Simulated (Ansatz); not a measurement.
**H$_{6}$NSi···H$_{9}$OSi$_{4}$: density, localisation and related maps**

Input file:

```
crystal:
  periodic: [false, false, false]
  atoms:
    - {symbol: Si, position_ang: [-0.463611, -1.684243, 2.216292]}
    - {symbol: N, position_ang: [0.516376, -2.846744, 1.157463]}
    - {symbol: H, position_ang: [0.495438, -2.040267, 0.335424]}
    - {symbol: O, position_ang: [-0.030967, -0.823984, 0.156364]}
    - {symbol: Si, position_ang: [-0.007517, 0.595797, -0.625250]}
    - {symbol: Si, position_ang: [1.394149, 0.546453, -2.509649]}
    - {symbol: Si, position_ang: [-2.144084, 1.224819, -1.375177]}
    - {symbol: Si, position_ang: [0.769713, 2.361052, 0.721872]}
    - {symbol: H, position_ang: [0.328575, -0.519876, 2.656795]}
    - {symbol: H, position_ang: [-1.858771, -1.543305, 1.761272]}
    - {symbol: H, position_ang: [-0.569581, -2.532043, 3.454166]}
    - {symbol: H, position_ang: [0.035258, -3.706661, 0.921746]}
    - {symbol: H, position_ang: [1.434688, -3.072386, 1.521246]}
    - {symbol: H, position_ang: [1.377169, 1.861022, -3.211270]}
    - {symbol: H, position_ang: [0.966237, -0.500391, -3.482185]}
    - {symbol: H, position_ang: [2.805878, 0.247656, -2.129650]}
    - {symbol: H, position_ang: [-2.084181, 2.537473, -2.079598]}
    - {symbol: H, position_ang: [-3.100021, 1.359039, -0.238398]}
    - {symbol: H, position_ang: [-2.709894, 0.220768, -2.321647]}
    - {symbol: H, position_ang: [2.152673, 2.107072, 1.220677]}
    - {symbol: H, position_ang: [0.792370, 3.627625, -0.064086]}
    - {symbol: H, position_ang: [-0.099697, 2.581023, 1.913593]}
basis:
  gaussian: {orbitals: def2-TZVPP}
hamiltonian: {xc: pbe0, dispersion: d4}
output: {orbitals: {seedname: orbitals}}
```

Command:

```sh
ansatz run in.yaml --threads 4 --pin off --events-out ev --progress --plain --max-ram 66560MiB --backend cuda --devices 0, --max-vram 37GiB
```

A transition-state structure; geometry: PBE0-D4/def2-TZVP.

Computed with RKS PBE0-D4/def2-TZVPP in Ansatz.

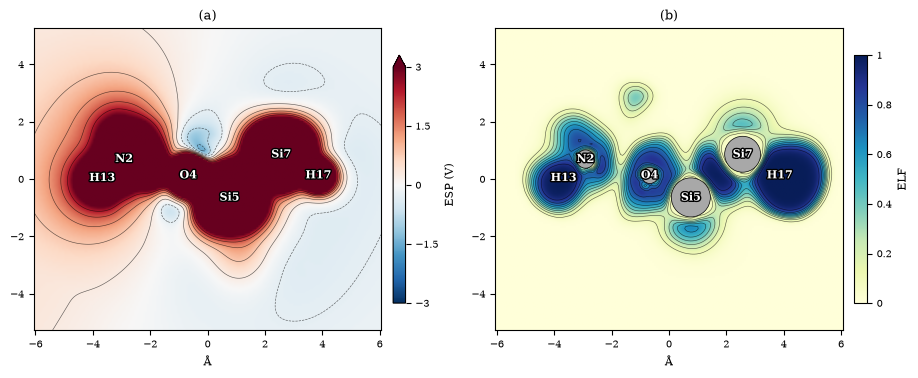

Figure 1. (a) molecular electrostatic potential; (b) electron localisation function on the plane of atoms Si5, Si7 and H17. Grey discs cover the atomic cores in the ELF map.

Q: Describe what can be read from this map.

A:
- The plane passes through N, O, Si and H nuclei.
- Si–O (1.62 Å): the ELF peaks at about 0.85 between the atoms (a short, strongly polar bond).
- Si–Si (2.35 Å): the ELF peaks at about 1 between the atoms: localised, covalent bonding.
- N–H (1.01 Å): the ELF climbs to about 1 towards the hydrogen, as it does in any bond to H (an ordinary covalent bond to hydrogen).
- Si–H (1.49 Å): the ELF climbs to about 1 towards the hydrogen.
- The ELF also peaks beside O4, away from the bonds: lone-pair regions.
- Outside the dense part of the complex the potential is most negative (−1.3 V) near O4.

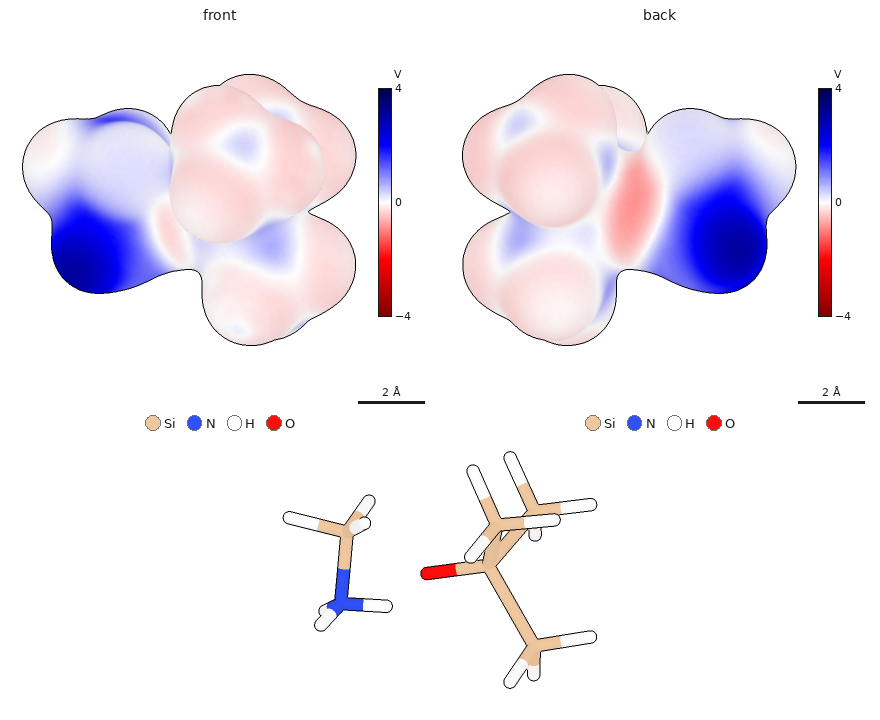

Figure 2. The molecular electrostatic potential painted on the density surface at 0.002 e/bohr³, seen from the front and from behind; the colour scale runs from red (negative) to blue (positive). The bare structure is drawn below in the same view.

Q: Which sites attract a positive test charge, and which a negative one?

A: A positive charge is drawn to the negative regions and a negative charge to the positive ones. The most negative region (about −0.8 V, or −18 kcal/mol for a unit charge) lies over O4, the most positive (about +3.0 V, or +69 kcal/mol for a unit charge) over H12 and H13.

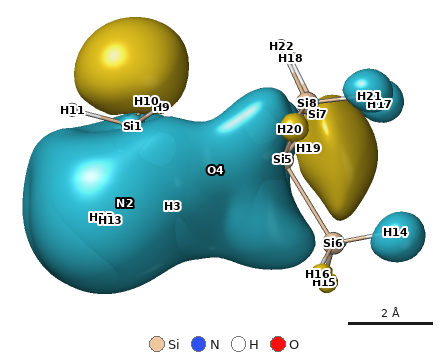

Figure 3. One frontier orbital at ±0.06 Å⁻³ᐟ² (yellow and cyan are the two phases), seen across its widest extent.

Q: Which orbital is it: HOMO or LUMO?

A: The LUMO, at −0.61 eV. Its weight (Hirshfeld) is mainly on Si1 (about 20 %), Si5 (about 10 %), H13 (about 10 %), H12 (about 10 %) and N2 (about 10 %).
